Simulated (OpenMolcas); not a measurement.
**Exact exchange and the dipole moment of CH7NSn**

CH7NSn: 10 atoms, total charge 0, spin state singlet. SMILES: `C[NH][SnH3]`. The coordinates come from a PBE0-D4/def2-TZVP relaxation.

The dipole moment y, in D, basis def2-SVP with a core potential; a is the functional's share of exact exchange. Programs: OpenMolcas 26.06.

```
functional     program     a  y (D)
    r2SCAN  OpenMolcas     0   0.82
      BLYP  OpenMolcas     0   0.80
     B3LYP  OpenMolcas   0.2      ?
      PBE0  OpenMolcas  0.25   0.84
     BHLYP  OpenMolcas   0.5   0.86
```

**Question.** Fit y = c + s·a to the known rows and predict B3LYP.

**Answer.** 
1. Means of the 4 rows: a = 0.1875, y = 0.830.
2. Σ(Δa)² = 0.17188, Σ(Δa·Δy) = 0.0175, so the slope is 0.0175/0.17188 = 0.10182.
3. Intercept: 0.830 − (0.10182) × 0.1875 = 0.811. The largest residual of the fit is 0.011.
4. B3LYP: 0.811 + (0.10182) × 0.2 = 0.83 D.

The run gave 0.82 D, so the prediction is off by +0.01 D, at the rounding of the table. More exact exchange makes the molecule more polar here.

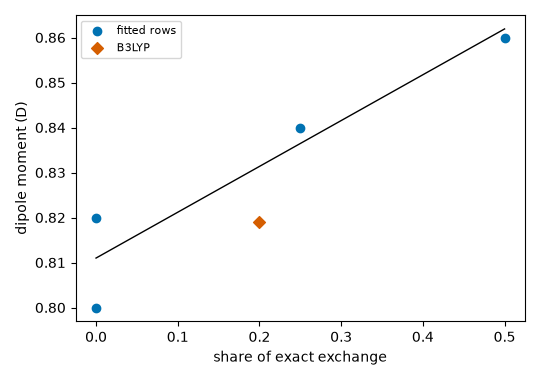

The fitted line, with the withheld row.
